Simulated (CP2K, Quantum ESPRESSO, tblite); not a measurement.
## Codes compared on (6,6) carbon nanotube bundle (120 atoms)

Wanted: errors and costs of other methods on (6,6) carbon nanotube bundle (120 atoms). A plane-wave run serves as the reference.

Program: Quantum ESPRESSO 7.5. Level of theory: Kohn-Sham DFT, PBE, SSSP efficiency 1.3.0 pseudopotentials, plane waves. Results are calculated unless marked as measured.

## Step 1: The structure

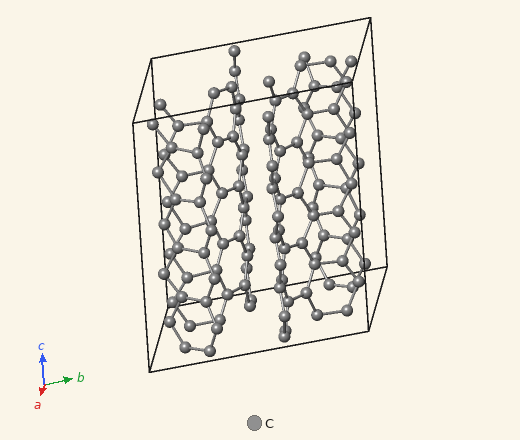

The cell as given, from the side, with the c axis up (carbon grey). Some periodic images of atoms are drawn too.

The cell holds 120 atoms: 120 C. Its edges and angles: a = 11.438 Å, b = 11.438 Å, c = 12.136 Å, α = 90.0°, β = 90.0°, γ = 120.0°. It derives from C (graphene). Graphene sheet (a = 2.46 Å) rolled into a (6,6) tube of diameter 8.14 Å, 5 periods, hexagonal bundle with 3.3 Å between walls; minimised with a classical potential (one cell length free). Then every atom was moved at random, 0.05 Å r.m.s. a Cartesian component. The structure's axis is c.

## Step 2: Plane-wave reference

File pw.in:

```
&control
  calculation = 'scf'
  pseudo_dir = './pseudo'
  outdir = './tmp'
  disk_io = 'none'
  tprnfor = .true.
  tstress = .true.
/
&system
  ibrav = 0
  nat = 120
  ntyp = 1
  ecutwfc = 45
  ecutrho = 360
  nosym = .true.
  occupations = 'smearing'
  smearing = 'fd'
  degauss = 0.003675
/
&electrons
  conv_thr = 6.0e-07
  electron_maxstep = 100
  mixing_beta = 0.2
  mixing_mode = 'local-TF'
  diagonalization = 'david'
/
ATOMIC_SPECIES
C 12.011 C.upf
CELL_PARAMETERS angstrom
11.43761 0.00000 0.00000
-5.71881 9.90526 0.00000
0.00000 0.00000 12.13617
ATOMIC_POSITIONS crystal
C 0.37515 0.06245 0.10935
C 0.39300 0.13427 0.00659
C 0.40708 0.27142 0.21204
C 0.38843 0.31262 0.10219
C 0.31517 0.38560 0.10904
C 0.25518 0.39947 0.20872
C 0.13685 0.39041 0.00152
C 0.06145 0.37306 0.11288
C 0.92966 0.31036 0.10621
C 0.86071 0.26356 0.20385
C 0.73742 0.14245 0.00883
C 0.69094 0.07551 0.11025
[... 104 atom lines left out ...]
C 0.06855 0.69691 0.90804
C 0.14800 0.74236 0.80600
C 0.25618 0.85483 0.81145
C 0.30569 0.93060 0.91499
K_POINTS gamma
```

On the command line:

```
> OMP_NUM_THREADS=1 mpirun -np 4 pw.x -in pw.in > output.txt
```

Numbers of over 12 decimals in the logs are rounded to 6 here.

Output:

```text
Program PWSCF
     gamma-point specific algorithms are used
     one sub-group per band group will be used
     scalapack distributed-memory algorithm (size of sub-group:  2*  2 procs)
     Parallelization info
     sticks:   dense  smooth     PW     G-vecs:    dense   smooth      PW
     Min        2900    1451    362               267607    94586   11807
     Max        2902    1454    364               267614    94588   11810
     Sum       11605    5809   1453              1070443   378349   47233
     bravais-lattice index     =            0
     lattice parameter (alat)  =      21.6140  a.u.
     unit-cell volume          =    9278.5351 (a.u.)^3
     number of atoms/cell      =          120
     number of atomic types    =            1
     number of electrons       =       480.00
[... lines left out ...]
     scf convergence threshold =      6.0E-07
[... lines left out ...]
     number of k points=     1  Fermi-Dirac smearing, width (Ry)=  0.0037
[... lines left out ...]
     total energy              =   -2215.07209276 Ry
[... lines left out ...]
     total energy              =   -2208.37362750 Ry
[... lines left out ...]
     total energy              =   -2210.42406607 Ry
[... lines left out ...]
     total energy              =   -2210.33195751 Ry
[... lines left out ...]
     total energy              =   -2210.33195713 Ry
[... lines left out ...]
   -13.8725 -13.3815 -13.2758 -13.2512 -13.2000 -12.9754 -12.8306 -12.7172
[...]
8.4276   8.5969   8.7007   8.7602   8.8096   8.8508   8.9501   9.2405
     9.3232   9.5064   9.6214   9.6373   9.6583   9.6915   9.7794   9.8462
     the Fermi energy is     4.5100 ev
!    total energy              =   -2210.33195726 Ry
     total all-electron energy =     -9142.023696 Ry
     estimated scf accuracy    <       0.00000042 Ry
     smearing contrib. (-TS)   =      -0.00000018 Ry
     internal energy E=F+TS    =   -2210.33195708 Ry
     The total energy is F=E-TS. E is the sum of the following terms:
     one-electron contribution =   -1462.94894609 Ry
     hartree contribution      =     938.85844832 Ry
     xc contribution           =    -560.97289641 Ry
     ewald contribution        =    -384.95850846 Ry
     one-center paw contrib.   =    -740.31005444 Ry
     convergence has been achieved in  19 iterations
     negative rho (up, down):  3.752E-05 0.000E+00
     Forces acting on atoms (cartesian axes, Ry/au):
     atom    1 type  1   force =     0.01690847    0.29638647   -0.11254097
     atom    2 type  1   force =     0.02694256    0.06206146    0.01769793
     atom    3 type  1   force =     0.17927356   -0.19650671   -0.29349859
[...]
atom  119 type  1   force =     0.14471961    0.34747102   -0.03741191
     atom  120 type  1   force =     0.03355669   -0.05358804   -0.29843232
     Total force =     2.514431     Total SCF correction =     0.001222
     Computing stress (Cartesian axis) and pressure
     negative rho (up, down):  3.752E-05 0.000E+00
          total   stress  (Ry/bohr**3)                   (kbar)     P=      149.86
   0.00075114   0.00003810  -0.00001616          110.50        5.61       -2.38
   0.00003810   0.00089401  -0.00012562            5.61      131.51      -18.48
  -0.00001616  -0.00012562   0.00141094           -2.38      -18.48      207.56
     Message from routine punch:
     Nothing written, as per user request (disk_io='none')
```

Run time: 6 min. Hardware: 4 MPI ranks of Arm Neoverse N1, shared host; peak memory 4 GiB; 22 min of CPU time.

Banners, paths, timers and routine set-up lines are dropped from the logs unmarked, and long logs keep their key lines alone; longer cuts are marked.

Numbers from this run:

```
r.m.s. force component : 3.407 eV/Å
longest force          : 18.43 eV/Å
pressure               : 14.99 GPa
```

## Step 3: Structure statistics

Density 1.74 g/cm³, 11.46 Å³ an atom.

Pair distribution function in bins of 0.2 Å:

| r (Å) | total |
| --- | --- |
| 1.20 | 0.61 |
| 1.40 | 5.82 |
| 1.60 | 0.52 |
| 1.80 | 0.00 |
| 2.00 | 0.00 |
| 2.20 | 0.16 |
| 2.40 | 3.92 |
| 2.60 | 0.80 |
| 2.80 | 1.46 |
| 3.00 | 0.09 |
| 3.20 | 0.00 |
| 3.40 | 0.13 |
| 3.60 | 1.43 |
| 3.80 | 1.20 |
| 4.00 | 0.90 |
| 4.20 | 1.27 |
| 4.40 | 0.73 |
| 4.60 | 0.78 |
| 4.80 | 1.47 |
| 5.00 | 0.99 |
| 5.20 | 0.78 |
| 5.40 | 0.75 |
| 5.60 | 0.99 |
| 5.80 | 1.14 |
| 6.00 | 1.20 |
| 6.20 | 0.76 |
| 6.40 | 0.99 |
| 6.60 | 1.01 |

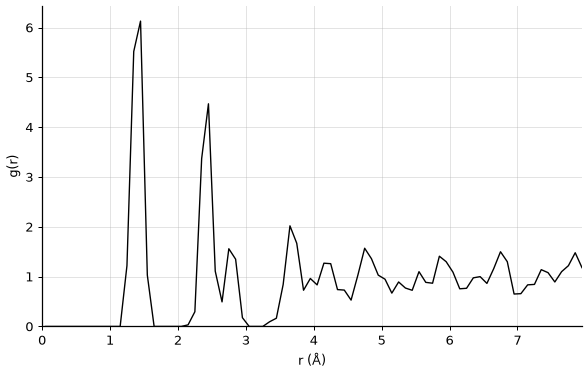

Pair distribution functions.

Bonds by pair of elements; cutoffs follow the first minimum of g(r), held within bounds set by covalent radii, and pairs that aren't listed don't count as bonded:

| pair A-B | cutoff (Å) | bonds | mean length (Å) | spread (Å) | shortest (Å) | B about A | A about B |
| --- | --- | --- | --- | --- | --- | --- | --- |
| C-C | 1.85 | 180 | 1.41 | 0.069 | 1.21 | 3 | 3 |

How many atoms have how many bonded neighbours:

| element | mean | 3 |
| --- | --- | --- |
| C | 3 | 120 |

Rings of the network by King's shortest-path rule, up to 12 atoms, one path for each pair of neighbours; H, halogens, alkali and alkaline-earth atoms are left out, and the last column divides by all other atoms, bonded or not:

| ring size (atoms) | rings | per network atom |
| --- | --- | --- |
| 6 | 60 | 0.5 |

## Step 4: The other programs

The programs:
- CP2K 2026.2: Gaussian basis with GTH pseudopotentials and a plane-wave density; labels give functional, basis (MOLOPT sets; SR short-range, UZH the newer set with its own potentials), grid cutoff/relative cutoff and solver (OT: orbital transformation; TRS4, TC2, SIGN: linear-scaling purification with its sparsity filter), or its built-in tight binding.
- tblite 0.8.0: extended tight binding, driven from Python.

All use the same cell and atoms; the electronic-structure runs use the same k-mesh, and an electronic temperature of 580 K (0.05 eV) where levels are smeared.

Differences are against the plane-wave reference, forces as r.m.s. over components; share is that over the reference's r.m.s. force, slope the least-squares factor from reference forces to these. Total energies of different programs have different zeros and aren't compared.

| run | Δ force, r.m.s. (meV/Å) | share (%) | slope | Δ pressure (GPa) | cores | CPU time | memory (GiB) |
| --- | --- | --- | --- | --- | --- | --- | --- |
| reference | - | - | - | - | 4 | 22 min | 4.0 |
| CP2K PBE+D3, DZVP-MOLOPT-SR, 450/50 Ry, diagonalisation | 63.6 | 1.87 | 1.015 | 0.348 | 4 | 17 min | 4.2 |
| CP2K PBE, DZVP-MOLOPT-SR, 225/50 Ry, diagonalisation (coarse) | 48.5 | 1.42 | 1.010 | 0.486 | 2 | 13 min | 1.5 |
| CP2K PBE, DZVP-MOLOPT-SR, 315/50 Ry, diagonalisation (coarse) | 47.2 | 1.38 | 1.011 | 0.482 | 4 | 20 min | 2.9 |
| CP2K PBE, DZVP-MOLOPT-SR, 450/50 Ry, diagonalisation | 46.4 | 1.36 | 1.011 | 0.481 | 4 | 16 min | 4.1 |
| CP2K PBE, SZV-MOLOPT-SR, 450/50 Ry, diagonalisation (coarse) | 885 | 26.0 | 1.255 | 8.92 | 1 | 7.6 min | 2.9 |
| tblite GFN2-xTB | 216 | 6.33 | 0.971 | -4.10 | 1 | 16 s | 0.12 |

Rows marked coarse were listed beforehand as settings not expected to be converged; some can still land near the reference.

CPU time is summed over cores on a shared host, where runs went side by side, so it is rough. Symmetry, cutoffs, thresholds, outputs and thread counts weren't matched or tuned between programs; memory under MPI is the largest rank's times the ranks.

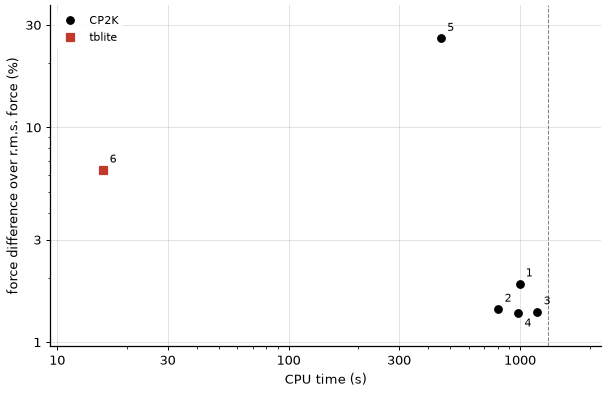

Force difference against CPU time; the dashed line marks the reference's time. Points: 1 CP2K PBE+D3, DZVP-MOLOPT-SR, 450/50 Ry, diagonalisation; 2 CP2K PBE, DZVP-MOLOPT-SR, 225/50 Ry, diagonalisation; 3 CP2K PBE, DZVP-MOLOPT-SR, 315/50 Ry, diagonalisation; 4 CP2K PBE, DZVP-MOLOPT-SR, 450/50 Ry, diagonalisation; 5 CP2K PBE, SZV-MOLOPT-SR, 450/50 Ry, diagonalisation; 6 tblite GFN2-xTB.

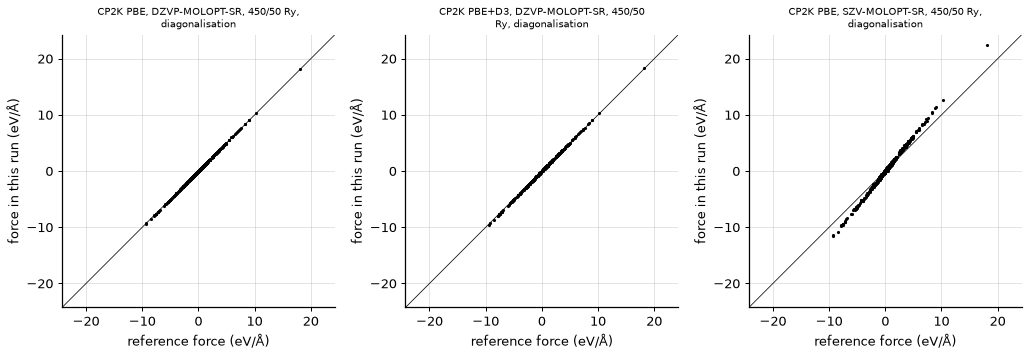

Force components against those of the reference; the line marks equality.

Within one program, basis, potentials and functional, energies share a zero. Each run against its twin at the usual cutoff or grid and solver:

| run | twin | Δ energy (meV/atom) | Δ force, r.m.s. (meV/Å) | CPU time over the twin's |
| --- | --- | --- | --- | --- |
| CP2K PBE, DZVP-MOLOPT-SR, 225/50 Ry, diagonalisation | DZVP-MOLOPT-SR, 450/50 Ry, diagonalisation | -0.148 | 18.1 | 0.82 (this twin ran on 4 cores) |
| CP2K PBE, DZVP-MOLOPT-SR, 315/50 Ry, diagonalisation | DZVP-MOLOPT-SR, 450/50 Ry, diagonalisation | -0.0027 | 6.45 | 1.2 |

## Step 5: Summary of results

```json
{
 "reference r.m.s. force component": "3.41 eV/Å",
 "nearest in forces": "a tie at 1.4 % of 3 runs: CP2K PBE, DZVP-MOLOPT-SR, 225/50 Ry, diagonalisation (coarse); CP2K PBE, DZVP-MOLOPT-SR, 315/50 Ry, diagonalisation (coarse); CP2K PBE, DZVP-MOLOPT-SR, 450/50 Ry, diagonalisation",
 "farthest in forces": "CP2K PBE, SZV-MOLOPT-SR, 450/50 Ry, diagonalisation (coarse), 26 %",
 "cheapest electronic-structure run beside the reference": "tblite GFN2-xTB, 16 s of CPU time"
}
```

**Reading.** The PBE run in local orbitals, coarse settings apart, differs by 1.4 % (CP2K PBE, DZVP-MOLOPT-SR, 450/50 Ry, diagonalisation); basis, grid and potentials can all enter. Tight binding differs by 6.3 % (tblite GFN2-xTB); it is another model, with fitted parameters of its own, and the xTB methods hold dispersion. Rows with another functional or a dispersion term differ by 1.9 % (CP2K PBE+D3, DZVP-MOLOPT-SR, 450/50 Ry, diagonalisation), which mixes the change of model with differences of basis and potentials. Runs with settings chosen to be coarse differ by 1.4 % (CP2K PBE, DZVP-MOLOPT-SR, 315/50 Ry, diagonalisation) to 26 % (CP2K PBE, SZV-MOLOPT-SR, 450/50 Ry, diagonalisation), their programs' other errors included. Of the electronic-structure runs that take under half the reference's CPU time, tblite GFN2-xTB comes nearest, at 6.3 % in 16 s against 22 min; its pressure misses by -4.1 GPa. CP2K PBE, SZV-MOLOPT-SR, 450/50 Ry, diagonalisation stiffens the forces by a factor of 1.26 while following their directions (correlation 0.999); the slopes of the 5 CP2K runs lie between 1.01 and 1.26. In pressure, CP2K PBE, SZV-MOLOPT-SR, 450/50 Ry, diagonalisation misses by +8.9 GPa, at the same functional. In the reference: no gap is quoted: a carbon tube of such indices can be metallic, and the k-points needn't hold the crossing of its bands. In the reference: By these cutoffs all C atoms have 3 bonded neighbours. Periodic xTB results under one method name differ between programs and library versions. The reference's pressure holds the uncorrected Pulay stress of its 45 Ry basis, so small pressure differences, and their order, may be the reference's own error. The reference's stress is far from hydrostatic: its diagonal is 11.1, 13.2, 20.8 GPa, compression counted positive. The reference's pressure of 15 GPa belongs to a cell and atoms that aren't relaxed at this level. The electronic-structure runs sample only Γ, in a cell whose shortest periodic width is 10 Å.

[Also dropped from logs without a mark: logging warnings of Python, and SIESTA's first energy breakdown and zero terms.]

[Logs are printed without paths, hosts, clocks, repeated set-up lines and the standing remarks that a program may print on its own settings, such as how far it seeks lower states.]

[Hosts, paths, dates, database ids (printed as entryN), source tags and the programs' standing remarks are cut or masked in the printed files.]
